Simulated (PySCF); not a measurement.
Molecule: SMILES [CH3][Ge]([CH3])([CH3])[CH2][SiH](Cl)Cl. Atoms near the plane z = 0.0 Å, at the GFN2-xTB optimised geometry (x, y, z in Å): Si1 (0.5, 1.4, 0.0), Cl3 (-0.1, 3.3, 0.0), C6 (-1.5, -2.2, 0.2), C7 (1.7, -2.0, 0.6), H9 (2.0, 1.4, 0.0), H12 (-1.5, -3.3, 0.2), H13 (-2.5, -2.0, 0.7), H14 (-1.5, -1.9, -0.8), H16 (1.8, -3.1, 0.7), H17 (1.8, -1.7, -0.4).

Computed with B3LYP/def2-SVP (PySCF). Cells within 0.4 Å of a nucleus heavier than hydrogen are left out (blank, or x). The values are rescaled to run from 0 to 1.

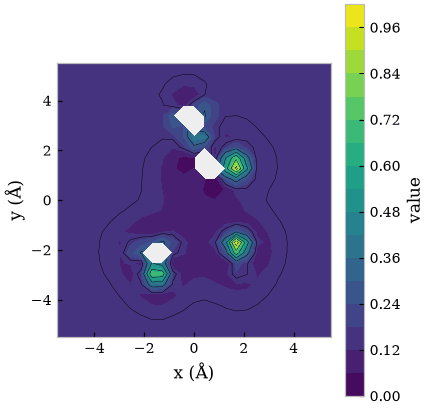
Fig. 1. a field on the plane z = 0.0 Å.

Problem. Which quantity is mapped?
A) electrostatic potential
B) deformation density (molecule minus spherical neutral atoms)
C) electron localisation function
D) log10 of the electron density

Solution. B, deformation density (molecule minus spherical neutral atoms). In full: deformation density (molecule minus spherical neutral atoms) (e/bohr³).
